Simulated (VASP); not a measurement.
Band structure of Cd4TeSe3 (space group Pmm2). Method: PBEsol GGA, VASP's PBE PAW potentials (set 64) (plane waves; VASP).

Unless said otherwise, spin-orbit coupling is left out, though it shifts the bands of the heavy elements here.

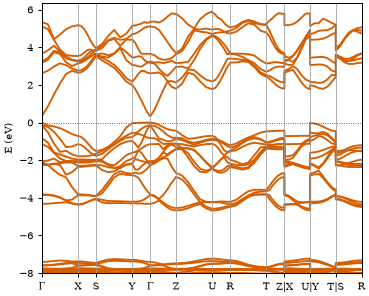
Bands along high-symmetry lines, zero at the valence-band maximum or, without a gap, the Fermi level

Read the plot: is there a gap, and where are the band edges?

The gap is direct, 0.33 eV, from the valence maximum at Γ to the conduction minimum at Γ. (Edges off the drawn lines would not show.)

The structure comes from a computed database's Cd4TeSe3 entry (Pmm2); how it stands against other phases isn't given here. It was relaxed first, which changed the volume by -6 %.
